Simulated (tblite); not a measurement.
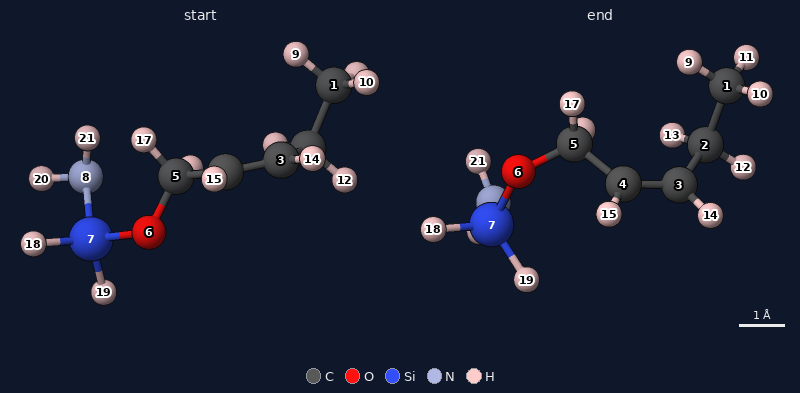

The structure of C5H13NOSi before (left) and after (right) a relaxation, at one scale.

Style: ball-and-stick. Shown from a free direction.

Method: tblite 0.8.0, GFN2-xTB geometry optimisation, gas phase. 

> Summarise the run.

The largest moves after the best rigid fit, 1.55 Å, are those of O and H atoms. By element the largest moves are H 1.55 Å, O 1.54 Å, C 0.74 Å, N 0.62 Å, Si 0.51 Å. Among the contacts that change: N–Si 1.813 → 1.729 Å, O–Si 1.702 → 1.620 Å, H–N 1.062 → 1.006 Å, C–C 1.459 → 1.498 Å. Bond angles that change, for instance: O–Si–H 111.7° → 97.5°, C–O–Si 114.1° → 128.0°, Si–N–H 105.0° → 118.5°. Groups turn about C–O by about 105°, O–Si by about 65°, C–C by about 35°. Over 185 geometry steps the energy falls by 20.6 kcal/mol. Cost: 4.8 s on 1 thread of Intel(R) Xeon(R) Processor @ 2.50GHz, with other jobs on the host.
